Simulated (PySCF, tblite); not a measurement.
# C4H15PSi2: geometry, infrared bands and NMR shifts

Wanted: the infrared bands and NMR shifts of C4H15PSi2 (`C[Si](C)(C)CP[SiH3]`), by calculation.

Computed with tblite 0.8.0 and PySCF 2.14.0, with density-fitted response routines of our own, on a single molecule in the gas phase. Atoms are numbered from 0 throughout.

### Step 1. The molecule as given

22 atoms, charge 0, multiplicity 1; geometry from: force field or distance geometry start.

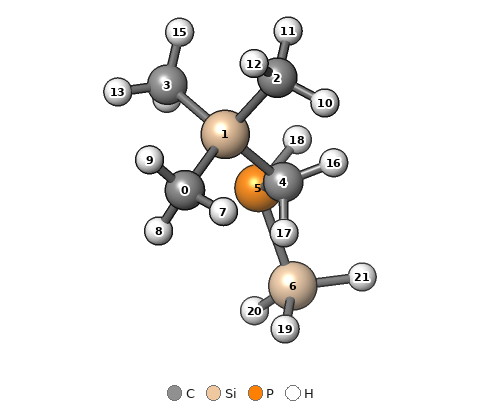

The starting geometry (carbon grey, silicon light orange, phosphorus orange, hydrogen white), atoms numbered; sticks join atoms by distance.

### Step 2. Optimising the geometry with GFN2-xTB

The job: settings as JSON, then the geometry in Å.

```
{"job": {"kind": "relax", "xc": "GFN2-xTB", "basis": "xTB"}, "charge": 0, "multiplicity": 1}
C     -1.215300     0.709000    -1.978900
Si    -1.060500     0.005400    -0.278400
C     -2.132400    -1.525600    -0.218800
C     -1.619100     1.163200     1.066000
C      0.681800    -0.605100    -0.038300
P      1.642200     0.379100     1.200500
Si     3.738500     0.346000     0.450600
H     -0.998600    -0.106600    -2.696300
H     -0.495900     1.536700    -2.178500
H     -2.256600     1.093300    -2.060100
H     -1.497300    -2.360700    -0.589400
H     -2.439400    -1.801700     0.818900
H     -3.072900    -1.406800    -0.790300
H     -2.104100     2.035000     0.590100
H     -0.786200     1.525700     1.697700
H     -2.406700     0.646400     1.663000
H      0.731700    -1.670700     0.266900
H      1.200700    -0.504000    -1.028500
H      1.627800    -0.386800     2.453100
H      3.639200     0.373300    -1.016700
H      4.502700     1.501100     0.925000
H      4.309900    -0.927000     0.939900
```

Command:

```console
$ OMP_NUM_THREADS=1 python probes_run.py task.json out
```

One launch serves the whole session: the jobs run in the order shown.

**Question.** This job is followed by: GFN2-xTB harmonic vibrations, gas phase; GIAO PBE0/pcSseg-1 NMR shielding, non-relativistic, gas phase. What will the session give for the following? strongest single infrared mode (GFN2-xTB); zero-point energy (GFN2-xTB); 13C shifts against TMS (PBE0/pcSseg-1, means over atoms taken as alike); 1H shifts against TMS (PBE0/pcSseg-1, means over atoms taken as alike); 29Si shifts against TMS (PBE0/pcSseg-1); 31P shifts against H3PO4 (PBE0/pcSseg-1).

**Answer**, as computed:

| quantity | value |
| --- | --- |
| strongest single infrared mode (GFN2-xTB) | 755 cm⁻¹, 517 km/mol |
| zero-point energy (GFN2-xTB) | 107.3 kcal/mol |
| 13C shifts against TMS (PBE0/pcSseg-1, means over atoms taken as alike) | 3.7, -1.5 ppm |
| 1H shifts against TMS (PBE0/pcSseg-1, means over atoms taken as alike) | 4.03, 2.00, 0.51, 0.10 ppm |
| 29Si shifts against TMS (PBE0/pcSseg-1) | 2.9, -72.7 ppm |
| 31P shifts against H3PO4 (PBE0/pcSseg-1) | -222.6 ppm |

**Reading.** The optimisation took 188 steps and gained 0.839 eV; among the close pairs (by a distance rule), P5–H18 changed most, from 1.468 to 1.392 Å. No mode is imaginary among the 60: a minimum at this level. The strongest single mode, at 755 cm⁻¹, is carried by H19, H20, H18, H21. Unscaled tight-binding wavenumbers are off by several per cent, some by more. Its intensities can rank the bands wrongly. At PBE0/pcSseg-1: The largest span, 177 ppm, is at P5, where the paramagnetic term is -428 ppm.
